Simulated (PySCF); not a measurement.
# Atomic calculation for Rb⁺

- system: Rb⁺, configuration 1s2 2s2 2p6 3s2 3p6 3d10 4s2 4p6, multiplicity 1.
- method: unrestricted HF, ANO-RCC-VQZP, spin-free X2C-1e, Gaussian nucleus (PySCF)

**Log (extracts)**
```
damping factor = 0
level_shift factor = 0
DIIS = <class 'pyscf.scf.diis.CDIIS'>
diis_start_cycle = 1
diis_space = 10
diis_damp = 0
SCF conv_tol = 1e-09
SCF conv_tol_grad = None
number electrons alpha = 18  beta = 18
cycle= 1 E= -2978.90365991981  delta_E= -2.09e-11  |g|= 1.82e-06  |ddm|= 4.7e-06
converged SCF energy = -2978.90365991981  <S^2> = -1.4210855e-14  2S+1 = 1
```

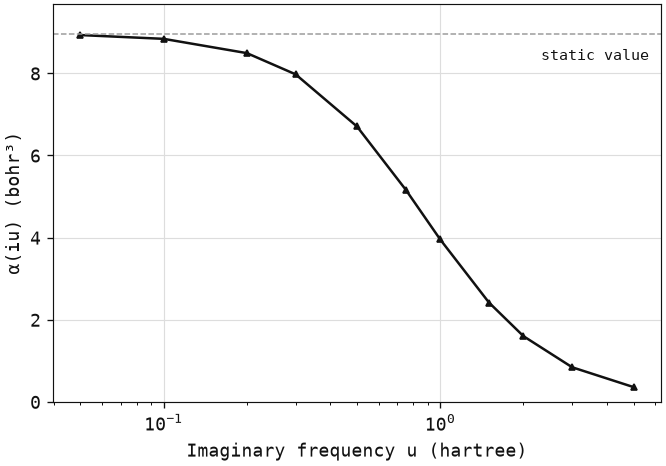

*Dipole polarisability at imaginary frequency of Rb⁺ ([Kr]). Coupled response at the HF level; PySCF, ANO-RCC-VQZP, spin-free X2C-1e, unrestricted single determinants, no spin-orbit coupling.*

The static dipole polarisability is 8.96 bohr³; α(iu) falls to half of it near u = 0.88 hartree. The Casimir–Polder integral gives C₆ = 53.8 hartree bohr⁶ for two such species.

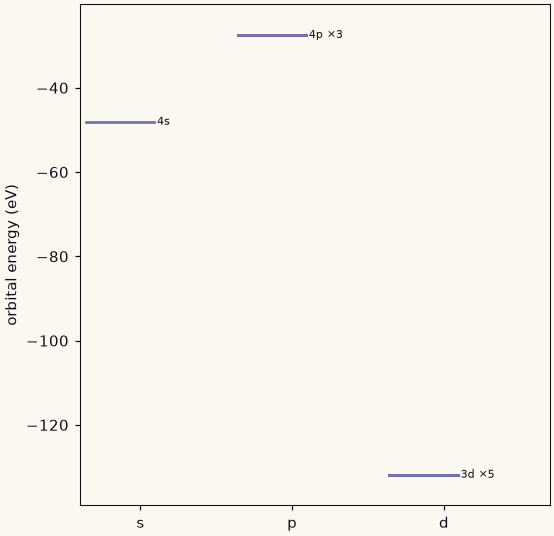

*Orbital energies of the mean field, from the top down to −131.8 eV, by angular momentum; ×n counts the orbitals under one label.*

The highest filled orbital is 4p at −27.5 eV, the lowest empty one s at −3.79 eV.

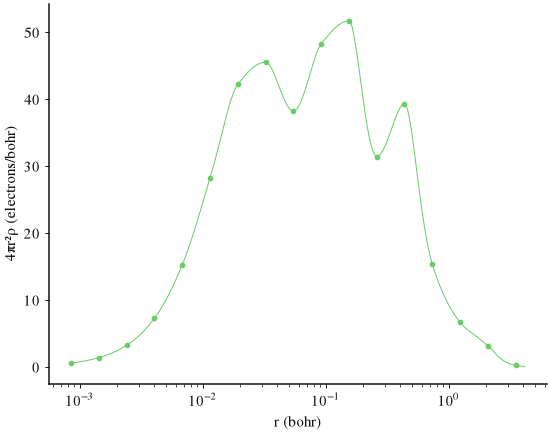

*Spherically averaged radial density 4πr²ρ of the mean field; markers are the stored points, which are sparse, and the line is a monotone interpolation between them.*

The largest stored value is 51.7 electrons/bohr at r = 0.15 bohr. Root-mean-square radii of the shells: 2s 0.192, 3s 0.544, 3p 0.557, 3d 0.578, 4s 1.57, 4p 1.85 bohr.

**Input**
```python
from pyscf import gto, scf, dft, mp, cc
import basis_set_exchange as bse
mol = gto.M(atom="Rb 0 0 0", charge=1, spin=0, symmetry="D2h",
            basis=gto.basis.parse(bse.get_basis("ANO-RCC-VQZP", elements=["Rb"], fmt="nwchem", header=False)),
            nucmod="G")
mf = scf.UHF(mol).sfx2c1e()
mf.irrep_nelec = {'Ag': (6, 6), 'B1g': (1, 1), 'B2g': (1, 1), 'B3g': (1, 1), 'B1u': (3, 3), 'B2u': (3, 3), 'B3u': (3, 3)}
mf.kernel()
```

The script is an equivalent of what the driver set up; the driver started from orbitals of its own, so the log can be shorter than this script's would be, and it computed the properties (radii, ⟨L²⟩, response) afterwards. It held the occupations shell by shell, which the script's counts by irreducible representation don't always enforce.

Launched within a batch (the task file carries these settings):
```bash
OMP_NUM_THREADS=1 python <driver script> TASK.json OUT
```

**Key numbers**

```tsv
quantity	value
outcome	converged
total energy	−2978.9037 hartree
static polarisability	8.96 bohr³
C₆ of the like pair	53.8 hartree bohr⁶
SCF iterations	1
hardware	1 CPU thread, shared host
CPU time	2.9 s (integrals apart)
```

**Notes**

Radii and densities are those of the two-component orbitals, without the picture-change correction, so the innermost s shells come out slightly too small (about 1 % for 1s near Z = 40, more for heavier atoms). To bear in mind: basis without added diffuse functions.
